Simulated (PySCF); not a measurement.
C4H12GeS

```xyz
18

C    -1.3187   -1.4595   -0.2617
C    -0.9365   -0.1489    0.4014
S    -2.3829    0.9956    0.3584
C     0.2921    0.5027   -0.2140
C     0.6986    1.7609    0.5461
Ge    1.8411   -0.7556   -0.2568
H    -1.4133   -1.3267   -1.3392
H    -0.5541   -2.2136   -0.0680
H    -2.2669   -1.8226    0.1294
H    -0.7784   -0.3018    1.4729
H    -2.4858    1.0289   -0.9695
H     0.0522    0.7792   -1.2477
H     1.5331    2.2528    0.0489
H    -0.1310    2.4639    0.6039
H     1.0035    1.5097    1.5619
H     3.1058    0.0068   -0.4960
H     1.7400   -1.7948   -1.3310
H     1.9922   -1.4705    1.0495
```

Geometry: GFN2-xTB.

Computed with B3LYP/def2-SVPD, SCF density, gas phase in PySCF.

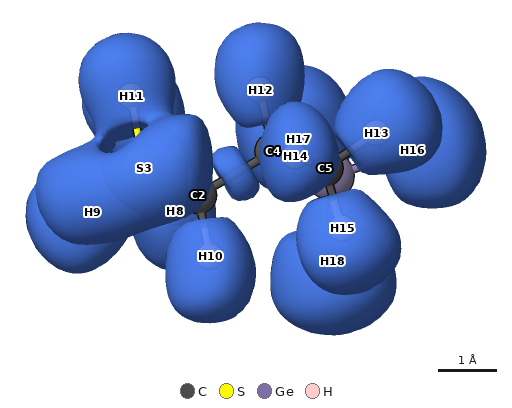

Figure 1. Isosurface of the electron localisation function at 0.75 (blue), seen from one side. Core shells and regions of very low density are left out.

Q: What do the ELF domains correspond to?

A: At this value the surface marks out three regions between bonded C–C atoms (shared pairs), eleven regions around hydrogen nuclei, one lobe of the valence shell of C pointing towards Ge (polar bonds) and one joined region spread over several atoms (H, S), in which their bonds and any lone pairs are merged. Along the contacts the grid gives the following. C–C (1.52 Å): the ELF peaks at about 0.95 between the atoms: localised, covalent bonding. C–S (1.84 Å): the ELF peaks at about 0.90 between the atoms; a shared electron pair.

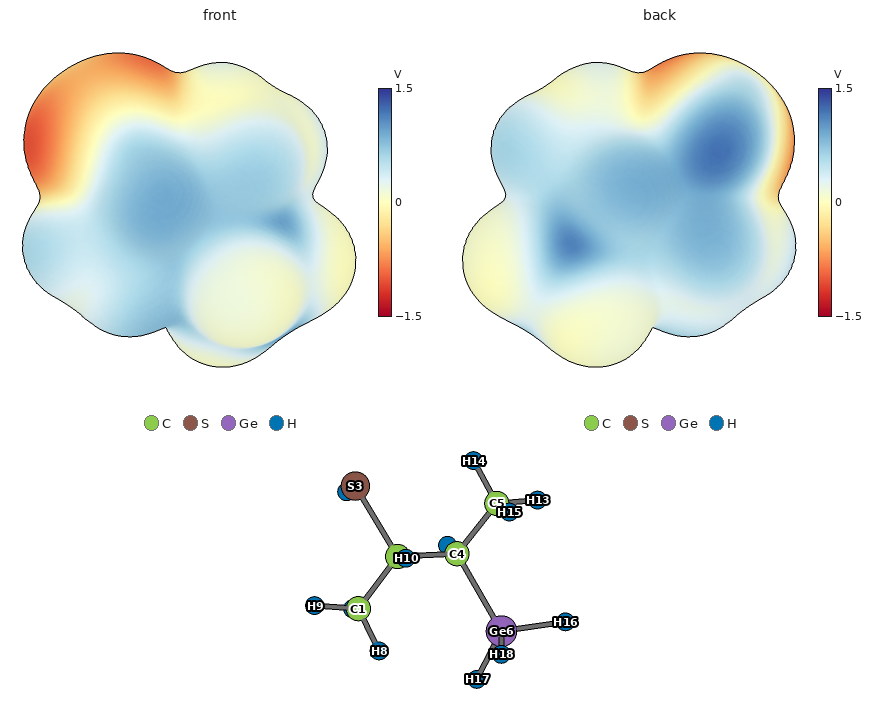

Figure 2. The electrostatic potential painted on the density surface at 0.002 e/bohr³, seen from the front and from behind; red is negative and blue positive. The bare structure is drawn below in the same view.

Q: Where is the surface potential most negative and most positive?

A: The most negative region (about −1.0 V, or −23 kcal/mol for a unit charge) lies over S3, the most positive (about +1.2 V, or +28 kcal/mol for a unit charge) over H11.

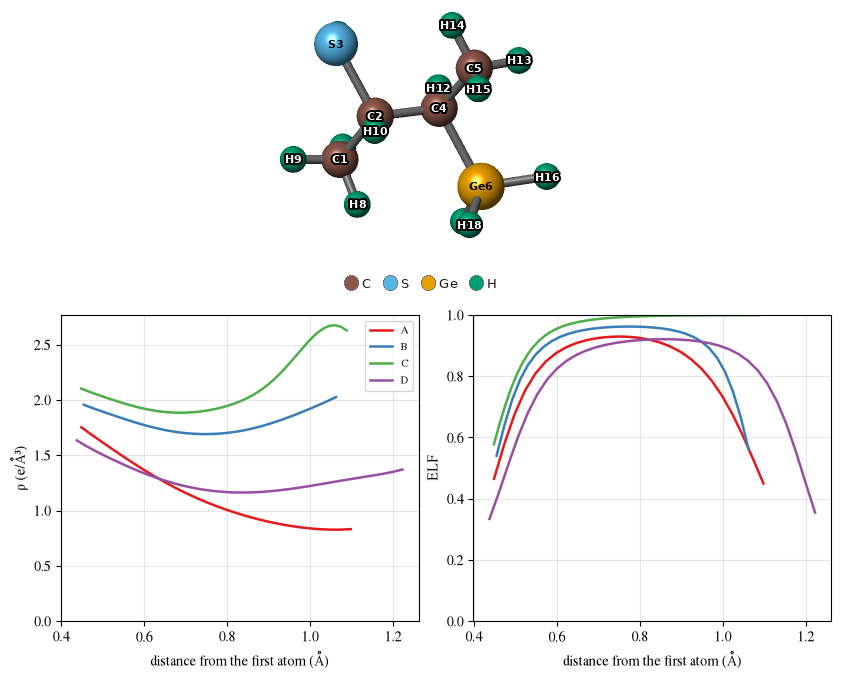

Figure 3. Electron density and ELF along straight lines between neighbouring atoms. The curves leave out the atomic cores. The structure is drawn too.

Q: Which curve belongs to which contact (C–C, C–Ge, C–H and C–S)? The first atom named is at distance zero.

A: Curve A: C–Ge (2.00 Å): the density is about 0.84 e/Å³ at the midpoint; the ELF peaks at about 0.95 in the valence shell of C, 0.7 Å from its nucleus, and is about 0.75 at the midpoint. Curve B: C–C (1.52 Å): ρ at the midpoint is about 1.7 e/Å³; the ELF peaks at about 0.95 between the atoms, as expected for a shared electron pair. Curve C: C–H (1.09 Å): ρ at the midpoint is about 2 e/Å³; the ELF climbs to about 1 towards the hydrogen, as it does in any bond to H; an ordinary covalent bond to hydrogen. Curve D: C–S (1.84 Å): ρ at the midpoint is about 1.2 e/Å³; the ELF peaks at about 0.90 between the atoms, as expected for a covalent bond.
